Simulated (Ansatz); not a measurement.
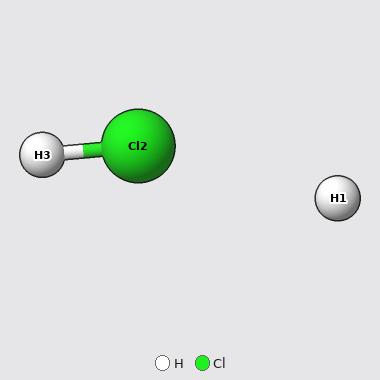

The system is H + ClH, spin multiplicity 2; the picture shows the reference structure. 
- The first coordinate is: distance H1–Cl2; the second: distance Cl2–H3.
- Nothing is relaxed (the angle H1–Cl2–H3 is fixed at 160 degrees).
- Grid: 17 × 17 points; 153 points were computed and 136 follow by symmetry.
- Energies: kJ/mol, counted from the lowest grid point.
- In part of the range the unrestricted reference is strongly spin-contaminated.
- All numbers below come from UHF/aug-cc-pVTZ (Ansatz).

Its coordinates:

```xyz
3

H    -2.6640    0.0000    0.0000
Cl    0.0000    0.0000    0.0000
H     1.1709    0.4262    0.0000
```

Range: distance H1–Cl2 from 1.064 to 2.664 Å; distance Cl2–H3 from 1.064 to 2.664 Å.

Question: What will the energy surface look like?

Answer: The lowest grid point is at distance H1–Cl2 = 1.246 Å, distance Cl2–H3 = 2.664 Å. It lies in a valley that leaves the map towards separated partners. The highest grid point, distance H1–Cl2 = 1.064 Å, distance Cl2–H3 = 1.064 Å, lies 627 kJ/mol above the lowest. On the interpolated surface the lowest path from the side where the first distance is long, about distance H1–Cl2 = 2.66 Å, distance Cl2–H3 = 1.27 Å, to the side where the second distance is long, about distance H1–Cl2 = 1.27 Å, distance Cl2–H3 = 2.66 Å, has its top at distance H1–Cl2 = 1.511 Å, distance Cl2–H3 = 1.511 Å, about 129 kJ/mol above the start and 129 kJ/mol above the end.

```csv
"distance Cl2–H3 ↓, distance H1–Cl2 →",1.108,1.246,1.417,1.610,1.821,2.047,2.285,2.535
2.664,58,0,28,114,211,264,288,299
2.409,67,9,36,120,212,261,283,293
2.165,84,24,50,131,210,252,270,277
1.932,113,51,73,142,202,229,239,242
1.714,158,90,101,146,172,177,173,168
1.511,221,142,127,128,115,95,79,69
1.328,305,203,149,108,69,39,19,8
1.171,422,295,207,141,91,56,34,22
1.064,560,417,313,236,180,143,120,108
```

The table holds every second grid line.

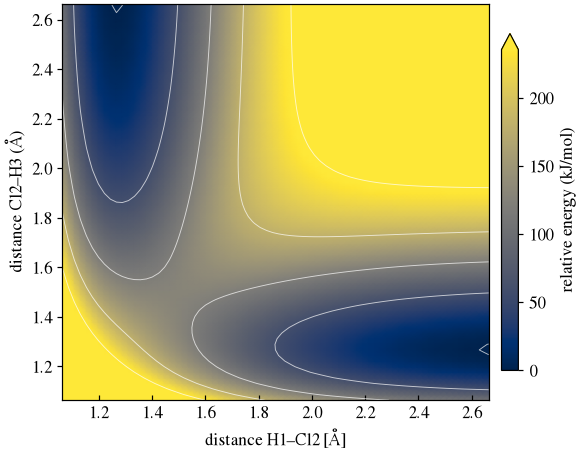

In the figure: a smooth colour map with a few white contour lines, one colour for all values above the top of the scale. Between grid points the surface is interpolated.

Each point was launched as `ansatz run input.yaml --threads 1 --pin off --max-ram 2560MiB --backend cpu --events-out ev --progress --plain --runs-dir out`. Time for the 153 points that were run: 2.9 min on 1 thread of Arm Neoverse V1, with other jobs on the host.
